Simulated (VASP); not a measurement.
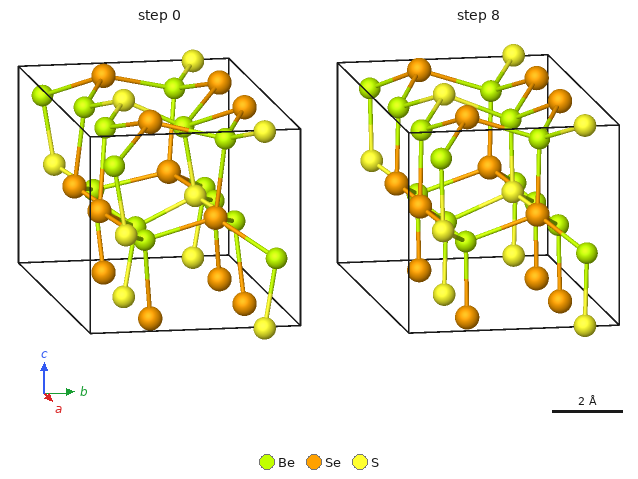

The structure of solid Be3Se2S (a generated structure, set up in Cmc2_1) before (left) and after (right) a relaxation, at one scale.

Style: ball-and-stick. Shown: the conventional cell (2 times the calculation's cell), slightly off an axis. Lengths and directions refer to the drawn axes.

The run lets cell and atoms move.

Computed with VASP, Kohn-Sham DFT of a periodic cell, PBE, VASP PAW PBE potentials, recommended.

Input file:
```
SYSTEM = Be3Se2S
PREC = Normal
ENCUT = 520
EDIFF = 1E-4
ISMEAR = 0
SIGMA = 0.15
LREAL = Auto
LASPH = .TRUE.
NELM = 60
ALGO = Fast
ISIF = 3
LWAVE = .FALSE.
LCHARG = .FALSE.
GGA = PE
IBRION = 2
NSW = 24
EDIFFG = -0.08
```

Launched with:
```bash
cat potpaw_PBE.64/Be/POTCAR potpaw_PBE.64/Se/POTCAR potpaw_PBE.64/S/POTCAR > POTCAR
mpirun -np 1 vasp_std > vasp.out
```

**Describe what moved and what it gained.**

After 8 geometry steps the energy has fallen by 3.011 eV per cell of the calculation. The largest force component goes from 3.2 to 0.07 eV/Å. Pressure: 5.19 GPa at the start and 0.00 GPa at the end. The largest moves relative to the cell, 0.27 Å, are those of Be atoms. Largest moves by element: Be 0.27 Å, Se 0.14 Å, S 0.08 Å. The drawn cell changes as follows: a 10.800 → 10.737 Å (−0.6 %), b 6.200 → 6.205 Å (+0.1 %), c 5.800 → 5.904 Å (+1.8 %); the volume changes by +1.3 %. Among the contacts that change: Be–Se 2.529 → 2.246 Å, Be–S 1.842 → 2.113 Å, Be–Se 2.418 → 2.245 Å, Be–S 1.958 → 2.126 Å. Among the angles between lasting bonds that change: S–Be–S 125.5° → 114.1°, Se–Be–Se 96.6° → 107.2°, Be–Se–Be 118.8° → 109.2°. The space group stays Cmc2_1 (No. 36). It ran on 1 thread of AMD EPYC 9R14 (Zen 4) (shared host).
